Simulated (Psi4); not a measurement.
**B2H6, run twice**

Wanted: the energy of B2H6, A-CCSD(T)/6-311G* (density fitting, density fitting for correlation).

Program for the calculation: Psi4 1.11.

5 further runs of the same task are left out: 5 set aside as unsound or not needed.

## 1. The structure to begin with

The species is B2H6 (8 atoms), meant as a singlet with charge 0. Geometry: relaxed at GFN2-xTB.

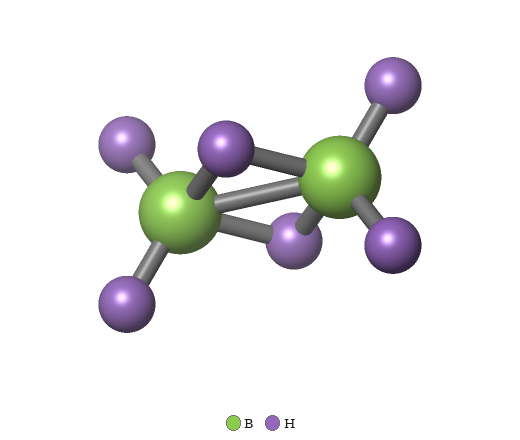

Viewed from a chosen angle; boron green, hydrogen purple.

## 2. First attempt

Input file run.py:

```python
import psi4

psi4.set_memory(1600000000)
psi4.set_num_threads(1)
psi4.set_output_file('output.dat', False)

geom = psi4.geometry("""
0 1
B
H 1 1.174182
H 1 1.173924 2 117.84299
H 1 1.310426 3 110.89195 2 -129.2555
B 4 1.312862 1 87.21406 3 -113.56558
H 5 1.173877 4 110.80847 1 113.62076
H 5 1.173698 6 117.8962 4 -129.0722
H 5 1.311335 7 110.84618 6 129.30897
symmetry td
no_reorient
no_com
""")

psi4.set_options({
    'basis': '6-311G*',
    'reference': 'rhf',
    'scf_type': 'df',
    'cc_type': 'df',
})

e_tot = psi4.energy('a-ccsd(t)')
print(f'total energy {e_tot:.8f} hartree = {e_tot * 27.211386:.5f} eV')
```

Run with:

```
$ python run.py
```

output.dat:

```text
-----------------------------------------------------------------------
                               Psi4 1.11 release

    h
    h
    h

    -----------------------------------------------------------------------

    Memory:     1.5 GiB
    Threads:    1
                ecpint, einsums, f̶o̶r̶t̶e̶, gauxc, gcp, g̶d̶m̶a̶, geometric, g̶p̶u̶_̶d̶f̶c̶c̶,
                i̶n̶t̶e̶g̶r̶a̶t̶o̶r̶x̶x̶, i̶p̶i̶, libefp, m̶d̶i̶, m̶p̶2̶d̶, m̶r̶c̶c̶, ooo,
                o̶p̶e̶n̶f̶e̶r̶m̶i̶o̶n̶p̶s̶i̶4̶, pcmsolver, p̶s̶i̶4̶f̶o̶c̶k̶c̶i̶, p̶s̶i̶x̶a̶s̶,
                p̶y̶e̶i̶n̶s̶u̶m̶s̶, r̶e̶s̶p̶, s̶i̶m̶i̶n̶t̶, s̶n̶s̶m̶p̶2̶,
                v̶2̶r̶d̶m̶_̶c̶a̶s̶s̶c̶f̶
```

On the terminal:

```text
Traceback (most recent call last):
  File "run.py", line 7, in <module>
    geom = psi4.geometry("""
RuntimeError:
Fatal Error: PointGroup: Unknown point group name provided.
```

It took 0.86 s on 1 thread of Intel Xeon Platinum 8488C (Sapphire Rapids), shared host; peak memory 0.13 GiB.

## 3. Reading the log

The program stopped with an error.

The log says `Fatal Error: PointGroup: Unknown point group name provided.`. Cause: the input holds a word that the program doesn't know. To mend it: symmetry c1 in place of td.

## 4. Try two

Input file calc.py:

```python
import psi4

psi4.set_memory('1600 MB')
psi4.set_num_threads(1)
psi4.set_output_file('run.log', False)

m = psi4.geometry("""
0 1
B
H 1 1.174182
H 1 1.173924 2 117.84299
H 1 1.310426 3 110.89195 2 -129.2555
B 4 1.312862 1 87.21406 3 -113.56558
H 5 1.173877 4 110.80847 1 113.62076
H 5 1.173698 6 117.8962 4 -129.0722
H 5 1.311335 7 110.84618 6 129.30897
symmetry c1
no_reorient
no_com
""")

options = {'basis': '6-311G*', 'reference': 'rhf', 'scf_type': 'df', 'cc_type': 'df'}
psi4.set_options(options)

e_tot = psi4.energy('a-ccsd(t)')
print('E =', round(e_tot, 9))
```

Run with:

```
$ python calc.py
```

run.log:

```text
[...]
  Running in c1 symmetry.
[...]
  Nuclear repulsion =   31.952004571060723
[...]
  Multiplicity = 1
[...]
  Nalpha       = 8
  Nbeta        = 8
[...]
    Number of basis functions: 54
[...]
   @DF-RHF iter   1:   -52.77717232000521   -5.19937e-01   3.65659e-03 ADIIS/DIIS
[...]
   @DF-RHF iter   9:   -52.81627988060393   -8.45546e-13   4.07701e-09 DIIS
[...]
    Orbital Energies [Eh]
    ---------------------
    Doubly Occupied:
       1A     -7.619561     2A     -7.619039     3A     -0.885903
       4A     -0.648742     5A     -0.551723     6A     -0.536082
       7A     -0.533756     8A     -0.474521
[...]
  @DF-RHF Final Energy:   -52.81627988060393
   => Energetics <=
    Nuclear Repulsion Energy =             31.9520045710607228
    One-Electron Energy =                -131.7979121197825521
    Two-Electron Energy =                  47.0296276681178966
    Total Energy =                        -52.8162798806039291
[...]
 Multipole Moments:
 ------------------------------------------------------------------------------------
     Multipole            Electronic (a.u.)      Nuclear  (a.u.)        Total (a.u.)
 ------------------------------------------------------------------------------------
 L = 1.  Multiply by 2.5417464519 to convert [e a0] to [Debye]
 Dipole X            :         -0.0000952            0.0001649            0.0000697
 Dipole Y            :         -0.0001169            0.0001258            0.0000089
 Dipole Z            :         -0.0015934            0.0012958           -0.0002976
 Magnitude           :                                                    0.0003058
[...]
	Warning: cc_lambda option is changed to TRUE
	For this residual convergence, default PCG convergence is:     1.00e-07
[...]
	DF-MP2 Total Energy (a.u.)         :   -53.04235030911969
[...]
	DF-CCSD Total Energy (a.u.)        :   -53.08172869070611
[...]
```

The script printed:

```text
E = -53.088098296
```

Wall time 6.3 s (1 thread of Intel Xeon Platinum 8488C (Sapphire Rapids), shared host); peak memory 0.21 GiB.

## 5. Results

At A-CCSD(T)/6-311G* (density fitting, density fitting for correlation):

| quantity | value |
| --- | --- |
| total energy | -53.08810 Eh |
| HOMO energy (Hartree–Fock orbitals) | -12.91 eV |
| LUMO energy (Hartree–Fock orbitals) | 2.84 eV |
| HOMO–LUMO gap (Hartree–Fock orbitals) | 15.75 eV |
| correlation energy | -271.8 mEh |
